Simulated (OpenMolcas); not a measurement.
# Converging the basis set for GaF (SMILES [F][Ga])

GaF: 2 atoms, total charge 0, spin state singlet. SMILES: `[F][Ga]`. The coordinates come from a PBE0-D4/def2-TZVP relaxation.

```xyz
2

F     0.0000    0.0000    0.0063
Ga    0.0000    0.0000    1.7929
```

Program: OpenMolcas 26.06. Method: CASSCF(6,6) (DKH2, RICD fitting, 3 states averaged). Swept: basis set. Watched: the lowest excitation energy within this active space. Each run: excited states. Hardware: 1 thread of Arm Neoverse V1, shared host.

Deviations are taken from the sweep's last point, which isn't the limit.

```
   basis set  basis functions  value (eV)  from the best (eV)  wall time
 ANO-RCC-VDZ               31      5.6257             +0.0131      9.3 s
ANO-RCC-VDZP               41      5.7419             +0.1292      9.3 s
ANO-RCC-VTZP               73      5.6676             +0.0549       15 s
ANO-RCC-VQZP              123      5.6127              0.0000       40 s
```

Q: For a target of 0.1 eV, where can one stop?

A: ANO-RCC-VTZP: it is 0.0549 eV off and takes 15 s, against 40 s for ANO-RCC-VQZP. ANO-RCC-VDZ happens to fall within the target too, but a later point doesn't.

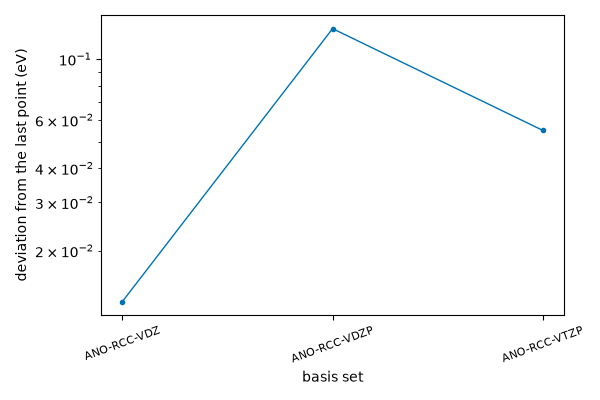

Absolute deviation from the last point of the sweep; values under 0.0001 eV are drawn at that floor.
